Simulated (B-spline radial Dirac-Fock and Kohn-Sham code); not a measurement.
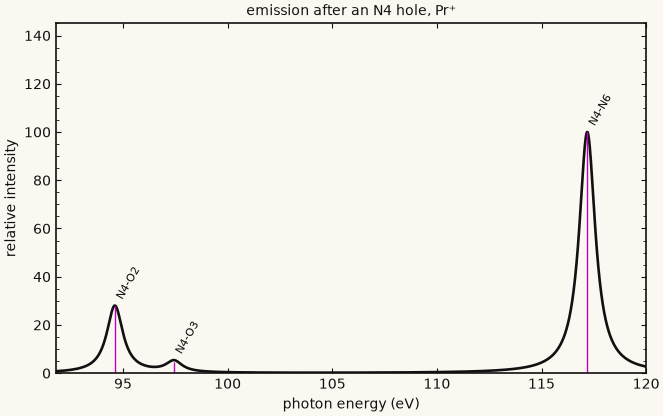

X-ray emission lines that fill an N4 (4d3/2) hole, broadened by a Lorentzian of 0.94 eV full width. Multiplet splitting by the open shell is left out. Species: praseodymium in charge state +1 (Pr⁺) in the configuration [Xe] 4f3 6s1. Level of theory: independent-particle rates on relativistic LDA orbitals of the hole state (multipoles to L = 3), energies from Dirac–Fock ΔSCF; calculated with a B-spline radial atomic code. Widths ruled by Coster–Kronig decay come out up to twice the measured ones in this model.

**How far apart are N4-N6 and N4-O2, and what is their intensity ratio?**

22.6 eV apart, with N4-O2 at 0.28 of the intensity of N4-N6.

**What are the natural width, lifetime and fluorescence yield of the N4 hole?**

Width 0.626 eV, lifetime 1.05 fs, fluorescence yield 1.59 × 10⁻⁴.

**Which line is the strongest, where is it and what share of the photons does it carry?**

N4-N6 at 117.2 eV, 75.5 % of the radiative decays.
